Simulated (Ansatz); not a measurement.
A series of calculations on GeH$_{4}$O

Part 1: Relaxation

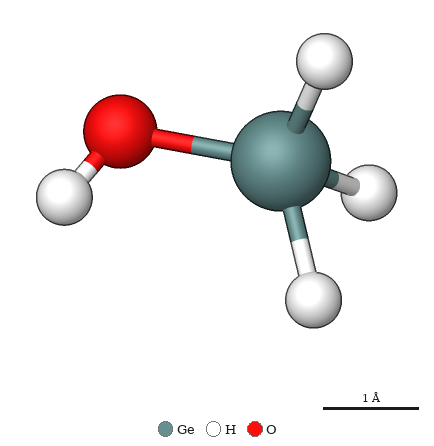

This is the input geometry for a relaxation of GeH$_{4}$O. The picture is a ball-and-stick view, seen at a tilt.

The run prepares an end point of a later path (reaction) calculation, from a guessed geometry.

The calculation used RKS PBE0/def2-SVP in Ansatz 0.2.0.

Input
```yaml
crystal:
  periodic: [false, false, false]
  atoms:
    - { symbol: Ge, position_ang: [0.129588, 0.024311, 0.107404] }
    - { symbol: H, position_ang: [0.537262, -0.020795, 1.580349] }
    - { symbol: H, position_ang: [1.651183, -0.065251, 0.012099] }
    - { symbol: H, position_ang: [-0.551096, 1.289242, -0.409889] }
    - { symbol: O, position_ang: [-0.723728, -1.420952, -0.496522] }
    - { symbol: H, position_ang: [-1.159309, -1.896055, 0.21906] }
basis:
  gaussian: { orbitals: def2-SVP }
hamiltonian:
  xc: pbe0
relax:
  f_tol: 0.03
  max_steps: 50
output:
  orbitals: {}
```

Launched with:
```bash
ansatz run input.yaml --threads 1 --pin off --max-ram 2048MiB --backend cpu --events-out ev --progress --plain --runs-dir out
```

### Predict the outcome.

The atom that moves furthest after the best rigid fit is H3 (0.39 Å). Largest moves by element: H 0.39 Å, O 0.35 Å, Ge 0.18 Å. Among the contacts that change: Ge1–H2 1.529 → 1.544 Å, Ge1–H3 1.527 → 1.533 Å. Among the angles between lasting bonds that change: H2–Ge1–H3 78.0° → 111.1°, H3–Ge1–O5 114.1° → 104.4°, H2–Ge1–H4 118.0° → 109.4°. Over 7 accepted moves (9 points after the start) the energy falls by 14.6 kcal/mol. The largest force component goes from 1.5 to 0.0015 eV/Å. The line search rejected the trial steps at points 4, 7 of the run. The forces were under the threshold at step 6, but the run went on from there. Cost: 19 s on 1 thread of Arm Neoverse V1, on a shared host, peak memory 0.12 GiB.

Final geometry:

```xyz
6

Ge    0.2637   -0.0221    0.2237
H     0.3221    0.0421    1.7651
H     1.6722   -0.0350   -0.3806
H    -0.5570    1.1717   -0.3097
O    -0.4602   -1.5628   -0.3073
H    -1.3569   -1.6835    0.0213
```

After the run, drawn alike:

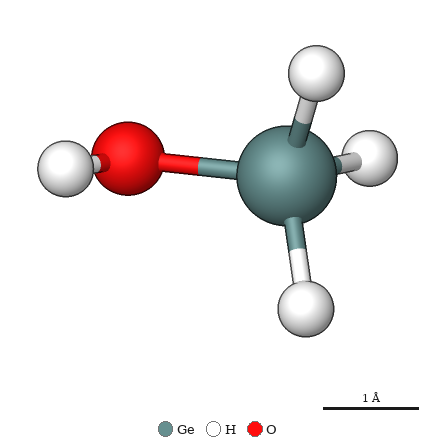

Part 2: Relaxation

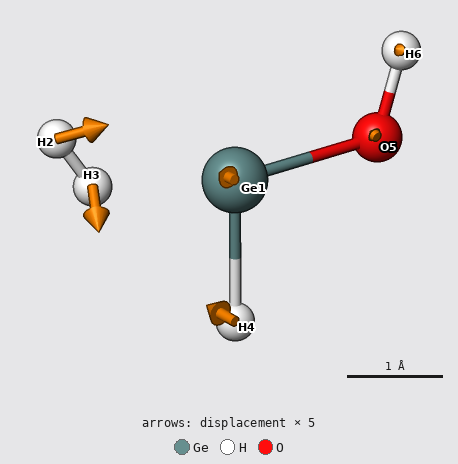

This is a relaxation of GeH4O. The starting structure is drawn; orange arrows show the displacements, 5 times their true length. The two geometries are superimposed by the best rigid fit.

The picture is a ball-and-stick view, seen at a tilt.

The run prepares an end point of a later path (reaction) calculation, from a guessed geometry.

The calculation used RKS PBE0/def2-SVP in Ansatz. (no spin polarisation; force threshold 0.03 eV/Å; at most 50 steps)

> Which element moves most?

Hydrogen: up to 0.13 Å, against 0.06 Å for germanium.

> What did the optimiser do to the structure, and how much energy did it gain?

The energy falls by 4.43 kJ/mol in 5 accepted moves (7 points after the start). The largest force component goes from 1.8 to 0.025 eV/Å. The line search rejected the trial steps at points 2, 3 of the run. The largest move after the best rigid fit is that of H2, 0.13 Å. Largest moves by element: H 0.13 Å, Ge 0.06 Å, O 0.03 Å. Among the contacts that change: H2–H3 0.718 → 0.766 Å, Ge1–H4 1.609 → 1.599 Å. The run took 16 s on 1 thread of Arm Neoverse V1 (shared host), peak memory 0.12 GiB.

Limits of the set-up: the start holds two separate molecules, 2.7 Å apart at their closest, whose relative position is a soft coordinate and is computed without a dispersion correction.

Part 3: Path

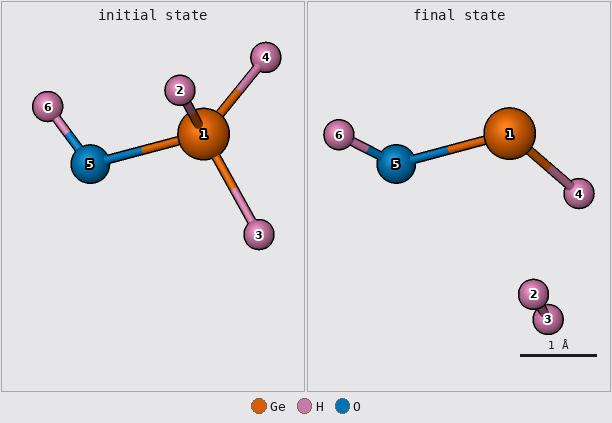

The two relaxed end points of a path for GeH4O. A ball-and-stick model, seen at a tilt.

All numbers below come from RKS PBE0/def2-SVP (Ansatz).

Set-up: 5 movable images; climbing image; force threshold 0.05 eV/Å; iteration limit 60.

Start:
```xyz
6

Ge    0.2628   -0.0212    0.2238
H     0.3219    0.0419    1.7652
H     1.6709   -0.0294   -0.3813
H    -0.5619    1.1705   -0.3082
O    -0.4568   -1.5637   -0.3080
H    -1.3529   -1.6875    0.0211
```

End:
```xyz
6

Ge   -0.8980    0.1099    0.4517
H     1.5444    0.0587    1.2914
H     1.7318    0.2508    0.5743
H    -0.2527    0.9874   -0.7184
O    -0.9342   -1.3811   -0.5446
H    -1.3074   -2.1152   -0.0418
```

**What barrier does the band find between them, and by what path?**

The energy climbs by 57.5 kcal/mol to image 3 and then falls by 27.6 kcal/mol, so the end point sits at +29.8 kcal/mol. Breaking: Ge1–H2 (1.54 → 1.56 at the top → 2.58 Å), Ge1–H3 (1.53 → 1.74 at the top → 2.64 Å). Forming: H2–H3 (2.54 → 1.31 at the top → 0.77 Å). The band converged in 17 iterations. The largest component of the band force went from 5.7 to 0.029 eV/Å. The climbing image converged on the top of the path. Its vibrational analysis gives one imaginary mode (1250i cm⁻¹), as a transition state must have.

Energies of the converged images:

```csv
image,path (Å),E (kcal/mol)
0,0.00,0.0
1,0.49,4.9
2,0.98,32.2
3,1.47,57.5
4,1.90,38.2
5,2.34,30.4
6,2.77,29.8
```

The geometry at the top of the path:

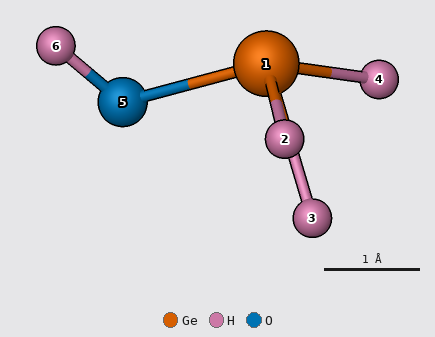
